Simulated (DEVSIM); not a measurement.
Device: W/AlN/SiO2/p-Si capacitor, at 450 K.

```
layer (left to right)  material  thickness (nm)  Na (cm⁻³)
---------------------  --------  --------------  ---------
1                           AlN            5.80          -
2                          SiO2            1.20          -
3                            Si            5000     1.3e16
```

Metal gate on the left, work function 4.6 eV. Fixed charge at the semiconductor interface 0 cm⁻² (in units of +e); interface traps 8.6e11 cm⁻² eV⁻¹, uniform in energy, neutral level at 0.5 of the gap above the valence band.

Constants are typed, rounded textbook-type inputs, not results; the design itself was drawn at random and stands for no fabricated device. Values at 300 K; Nc and Nv go as T^1.5, mobilities as T to minus their exponent, the gap by Varshni's rule with the affinity fixed.

| parameter | AlN | SiO2 | Si |
|---|---|---|---|
| gap (eV) | 6.1 | 9 | 1.124 |
| affinity (eV) | 1.9 | 0.9 | 4.05 |
| permittivity | 8.5 | 3.9 | 11.7 |
| Nc (cm⁻³) | - | - | 2.86e19 |
| Nv (cm⁻³) | - | - | 3.1e19 |
| Varshni α (eV/K) | - | - | 0.000473 |
| Varshni β (K) | - | - | 636 |

Model (solved in DEVSIM): 1D Poisson equation in equilibrium, Boltzmann statistics, complete ionisation; no quantum confinement or tunnelling. Metal contacts follow the ideal Schottky-Mott rule: no Fermi-level pinning, no interface dipoles.

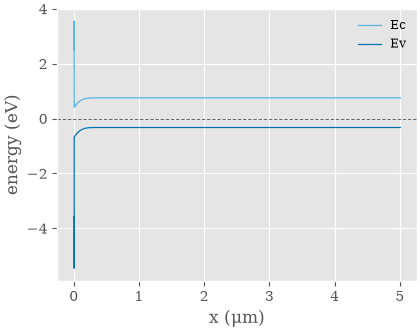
Figure: Band edges at 0.2 V on the gate

Energies count from the Fermi level of the right contact; mesh points crowd at the junctions.

| x (μm) | Ec (eV) | Ev (eV) | n (cm⁻³) | p (cm⁻³) | field (V/cm) |
|---|---|---|---|---|---|
| 0.000 | 2.500 | -3.600 | < 1e2 | < 1e2 | 72000 |
| 0.001351 | 2.510 | -3.590 | < 1e2 | < 1e2 | 72000 |
| 0.003365 | 2.524 | -3.576 | < 1e2 | < 1e2 | 72000 |
| 0.005155 | 2.537 | -3.563 | < 1e2 | < 1e2 | 72000 |
| 0.006365 | 3.551 | -5.449 | < 1e2 | < 1e2 | 160000 |
| 0.007081 | 0.411 | -0.670 | 1.3e15 | 1.8e12 | 35000 |
| 0.008837 | 0.417 | -0.664 | 1.1e15 | 2.1e12 | 35000 |
| 0.01533 | 0.439 | -0.642 | 6.3e14 | 3.7e12 | 34000 |
| 0.02873 | 0.483 | -0.599 | 2.1e14 | 1.1e13 | 31000 |
| 0.05925 | 0.567 | -0.514 | 2.3e13 | 9.9e13 | 25000 |
| 0.1347 | 0.698 | -0.383 | 8.0e11 | 2.9e15 | 11000 |
| 0.4138 | 0.756 | -0.325 | 1.8e11 | 1.3e16 | 30 |
| 0.9575 | 0.756 | -0.325 | 1.8e11 | 1.3e16 | ≈ 0 |
| 2.303 | 0.756 | -0.325 | 1.8e11 | 1.3e16 | ≈ 0 |
| 4.133 | 0.756 | -0.325 | 1.8e11 | 1.3e16 | ≈ 0 |
| 4.646 | 0.756 | -0.325 | 1.8e11 | 1.3e16 | ≈ 0 |
| 4.853 | 0.756 | -0.325 | 1.8e11 | 1.3e16 | ≈ 0 |
| 4.944 | 0.756 | -0.325 | 1.8e11 | 1.3e16 | ≈ 0 |
| 4.988 | 0.756 | -0.325 | 1.8e11 | 1.3e16 | ≈ 0 |
| 4.999 | 0.756 | -0.325 | 1.8e11 | 1.3e16 | ≈ 0 |
| 5.005 | 0.756 | -0.325 | 1.8e11 | 1.3e16 | ≈ 0 |
| 5.007 | 0.756 | -0.325 | 1.8e11 | 1.3e16 | ≈ 0 |
